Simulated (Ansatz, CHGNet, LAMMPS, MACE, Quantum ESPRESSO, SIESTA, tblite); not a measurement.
**Forces in Zn2+ BF4- in dimethoxyethane and tetrahydrofuran at 480 K (85 atoms), program by program**

Aim: forces, pressure and gap of Zn2+ BF4- in dimethoxyethane and tetrahydrofuran at 480 K (85 atoms) at one geometry, from other programs and methods, against plane-wave PBE.

Results are calculated, not measured.

### 1. The cell

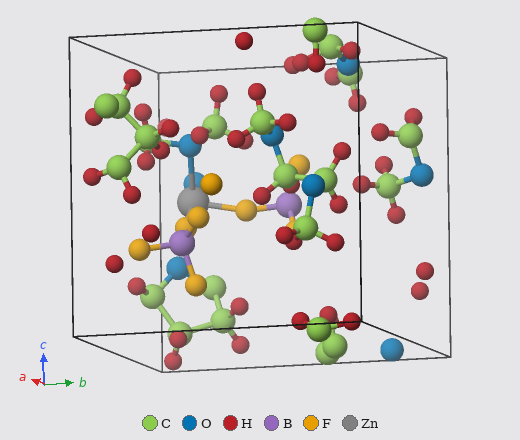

The cell (carbon green, oxygen blue, hydrogen red, boron purple, fluorine orange, zinc grey). Bonds to atoms that aren't drawn are left out. Some periodic images of atoms are drawn too.

The cell holds 85 atoms (20 C, 8 O, 46 H, 2 B, 8 F and 1 Zn), with edges of 10.03, 10.03 and 10.03 Å. Recipe: 3 dimethoxyethane, 2 tetrahydrofuran, 1 Zn2+, 2 BF4- placed at random, at 1.08 g/cm³; overlaps pushed apart, then 10 ps at 550 K with stiff harmonic cages for PF6 and BF4 with UFF radii; divalent ions of Li, Roberts, Chakravorty and Merz (J. Chem. Theory Comput. 9, 2733 (2013)); MMFF94 bonds, angles, torsions, charges and radii (Halgren, J. Comput. Chem. 17, 490 (1996)) in harmonic and 12-6 forms; charges of ions scaled by 0.8. Snapshot after 30 ps at 480 K and fixed volume. The density is 1.08 g/cm³.

### 2. The reference input

Quantum ESPRESSO 7.5: Kohn-Sham DFT, PBE, SSSP efficiency 1.3.0 pseudopotentials, plane waves. Its input, pw.in:

```
&control
  calculation = 'scf'
  pseudo_dir = './pseudo'
  outdir = './tmp'
  disk_io = 'none'
  tprnfor = .true.
  tstress = .true.
/
&system
  ibrav = 0
  nat = 85
  ntyp = 6
  ecutwfc = 60
  ecutrho = 480
  nosym = .true.
  occupations = 'smearing'
  smearing = 'fd'
  degauss = 0.003675
/
&electrons
  conv_thr = 4.3e-07
  electron_maxstep = 100
  mixing_beta = 0.4
  mixing_mode = 'plain'
  diagonalization = 'david'
/
ATOMIC_SPECIES
C 12.011 C.upf
O 15.999 O.upf
H 1.008 H.upf
B 10.810 B.upf
F 18.998 F.upf
Zn 65.380 Zn.upf
CELL_PARAMETERS angstrom
10.02554 0.00000 0.00000
0.00000 10.02554 0.00000
0.00000 0.00000 10.02554
ATOMIC_POSITIONS crystal
C 0.73336 0.58449 0.71775
O 0.59029 0.57258 0.69394
C 0.56928 0.61204 0.55735
C 0.60080 0.75681 0.53298
[... 79 atom lines left out ...]
F 0.33312 0.19070 0.43341
Zn 0.17771 0.16951 0.53776
K_POINTS gamma
```

```console
$ OMP_NUM_THREADS=1 mpirun -np 2 pw.x -in pw.in > output.txt
```

The job ended after 95 s (2 MPI ranks of Arm Neoverse V2, shared host; peak memory 2.5 GiB; 3.2 min of CPU time).

It converged with an r.m.s. force component of 1.1 eV/Å and a pressure of 2.9 GPa.

Its highest filled and lowest empty levels lie 4.05 eV apart on its k-points.

### 3. What was run beside it

- CHGNet: machine-learned potential, published weights.
- MACE: machine-learned potential, published weights.
- Quantum ESPRESSO 7.5: plane waves; labels (QE) give functional, pseudopotential set and cutoffs of waves/density.
- SIESTA 5.4.2: numerical atomic orbitals, whose automatically made sets are far from complete, with PseudoDojo norm-conserving potentials that we converted to its format (checked against plane waves on the same files for H, C, O, Si, Ge and Ca alone); labels give functional, basis size, energy shift and mesh cutoff.
- tblite 0.8.0: extended tight binding, driven from Python.

All use the same cell and atoms, and the electronic-structure runs the same k-mesh.

### 4. All runs compared

Differences are against the reference: forces as r.m.s. over components, share as that over the reference's r.m.s. force, slope as the fitted ratio of a run's forces to the reference's.

```
                                                 run  Δ force, r.m.s. (meV/Å)  share (%)  slope  Δ pressure (GPa)  Δ gap (eV)  cores  CPU time  memory (GiB)
                                           reference                        -          -      -                 -           -      2   3.2 min           2.5
                              CHGNet 0.3.0 potential                      215       19.0  0.930            -0.343           -      1     3.8 s           1.5
                             CHGNet r2SCAN potential                      305       26.9  0.843             -1.75           -      1     3.5 s           1.5
                        MACE MP-0b3 medium potential                      165       14.6  0.966            -0.145           -      1     7.2 s           1.1
     QE PBE+D3(BJ), sssp-1.3.0-efficiency, 60/480 Ry                     6.64      0.587  0.999            -0.553           0      2   3.2 min           2.5
 SIESTA PBE, DZ, shift 0.01 Ry, mesh 500 Ry (coarse)                      458       40.5  1.087              2.84       0.821      1      71 s          0.79
         SIESTA PBE, DZP, shift 0.01 Ry, mesh 500 Ry                      340       30.0  1.080              1.44       0.506      2   2.8 min           1.6
 SIESTA PBE, SZ, shift 0.01 Ry, mesh 500 Ry (coarse)                     2054        181  1.222              16.8      -0.785      1      57 s           0.7
SIESTA PBE, SZP, shift 0.01 Ry, mesh 500 Ry (coarse)                     1114       98.4  1.122              6.31       0.356      2   2.2 min           1.5
                                     tblite GFN1-xTB                      299       26.4  0.936             -2.55           -      1     2.2 s          0.16
```

Rows marked coarse were listed beforehand as settings not expected to be converged; some can still land near the reference.

Times of the machine-learned potentials are mostly Python's start and the loading of weights.

CPU time is summed over cores on shared hosts, so it is rough.

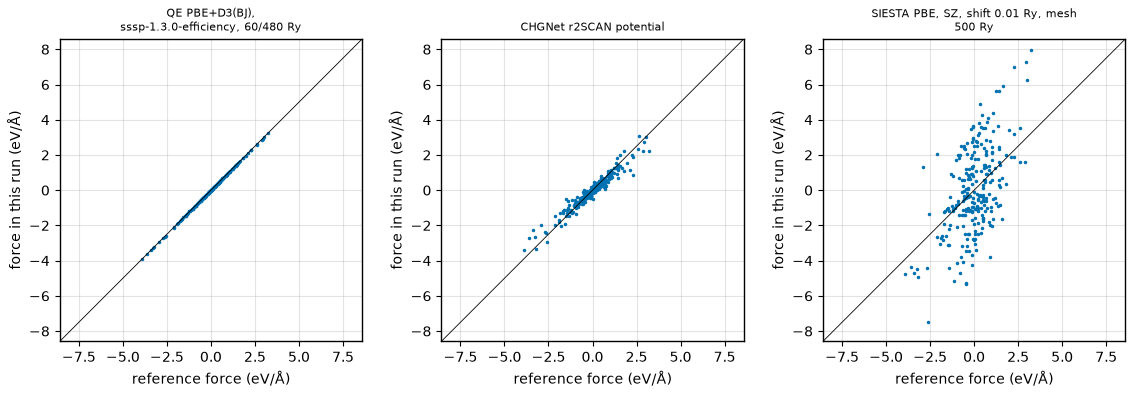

Force components against those of the reference; the line marks equality.

### 5. Findings

Forces lie from 0.59 % (QE PBE+D3(BJ), sssp-1.3.0-efficiency, 60/480 Ry) to 181 % (SIESTA PBE, SZ, shift 0.01 Ry, mesh 500 Ry, coarse) of the reference's r.m.s. force of 1.1 eV/Å away from it. The PBE run in local orbitals, coarse settings apart, differs by 30 % (SIESTA PBE, DZP, shift 0.01 Ry, mesh 500 Ry); basis, grid and potentials can all enter. Tight binding differs by 26 % (tblite GFN1-xTB); it is another model, with fitted parameters of its own, and the xTB methods hold dispersion. Machine-learned potentials differ by 15 % (MACE MP-0b3 medium potential) to 27 % (CHGNet r2SCAN potential); they were trained on other programs' data, some at another functional.

In the reference's own program, potentials and cutoffs, a change of model alone moves forces by 0.59 % (QE PBE+D3(BJ), sssp-1.3.0-efficiency, 60/480 Ry). Runs with settings chosen to be coarse differ by 40 % (SIESTA PBE, DZ, shift 0.01 Ry, mesh 500 Ry) to 181 % (SIESTA PBE, SZ, shift 0.01 Ry, mesh 500 Ry), their programs' other errors included. Pressures at PBE, coarse settings apart, lie +1.44 GPa from the reference's. Gaps at PBE, coarse settings apart, lie +0.51 eV from the reference's.

Caveats: Periodic xTB results under one method name differ between programs and library versions. With short bonds to hydrogen, sets of potentials differ among themselves by several per cent in forces even at converged cutoffs, so the reference isn't exact here either. The reference's pressure holds the uncorrected Pulay stress of its 60 Ry basis, so small pressure differences may be the reference's own error. Machine-learned potentials mimic data converged in k, so the reference's own k-point error enters their differences. The network of contacts between molecules at the start is that of the classical potential that made the cell, and needn't be the one that DFT or experiment would give. The reference's stress is far from hydrostatic: its diagonal is 1.5, 2.6, 4.5 GPa, compression counted positive. The reference's PBE has no dispersion term, which matters for the binding between molecules or layers. The density was typed from a rule of thumb and may lie off the real one at this temperature. The electronic-structure runs sample only Γ, in a cell whose shortest periodic width is 10 Å. Where levels are smeared, the DFT runs use Fermi–Dirac occupations at 580 K (0.05 eV), and energies are free energies. The reference's cutoffs and mesh weren't converged further here.

[Logs are printed without paths, hosts, clocks, repeated set-up lines and the standing remarks that a program may print on its own settings, such as how far it seeks lower states.]

[Hosts, paths, dates, database ids (printed as entryN), source tags and the programs' standing remarks are cut or masked in the printed files.]

[Cells were taken only where this reference lay near another plane-wave run.]

[The MMFF94 radii named for the starting cell were scaled by 0.96; in molecules described by MMFF94, hydrogen bound to N, O or S took a small fixed 12-6 site in their place.]
